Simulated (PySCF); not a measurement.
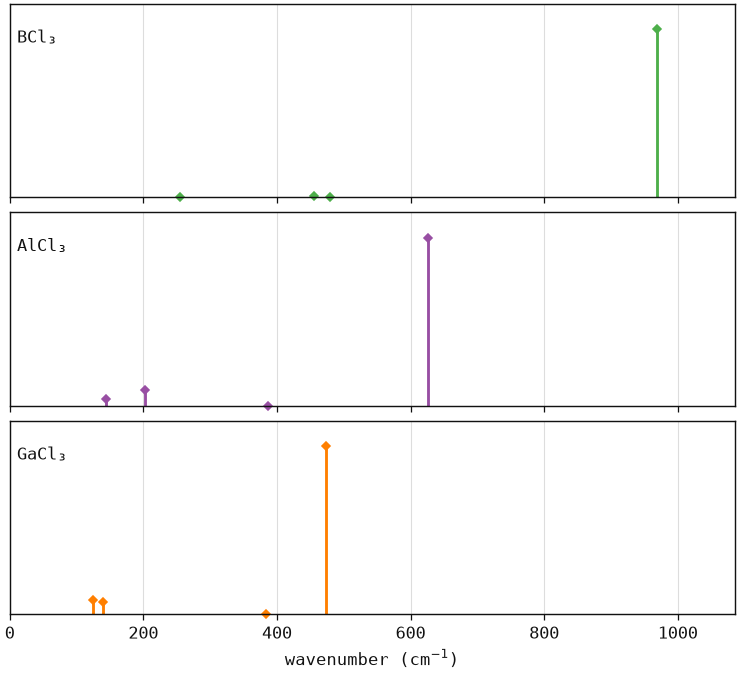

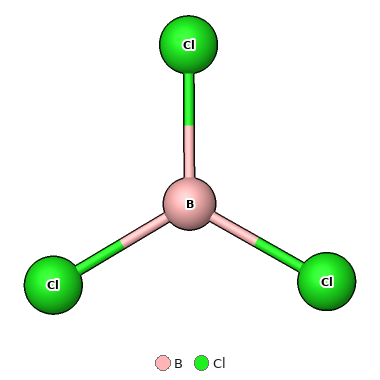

Harmonic infrared lines of BCl₃, AlCl₃ and GaCl₃, all D3h singlets, each the lowest point that its search found (BCl₃ is drawn); the central atom changes down one group of the periodic table. PBE0/def2-TZVP, PySCF, unscaled, no spin-orbit coupling; each panel is scaled to its strongest line, degenerate modes are one line with their intensities summed, and dots on the axis are modes too weak to show or inactive.

Q: How do the bond length and the stretches change along the series?

A: Mean bond length: BCl₃ 1.737, AlCl₃ 2.070, GaCl₃ 2.113 Å, rising down the group. Highest e' mode: BCl₃ 969, AlCl₃ 626, GaCl₃ 473 cm⁻¹, falling down the group.

Limits of at least one run: no scalar relativity.
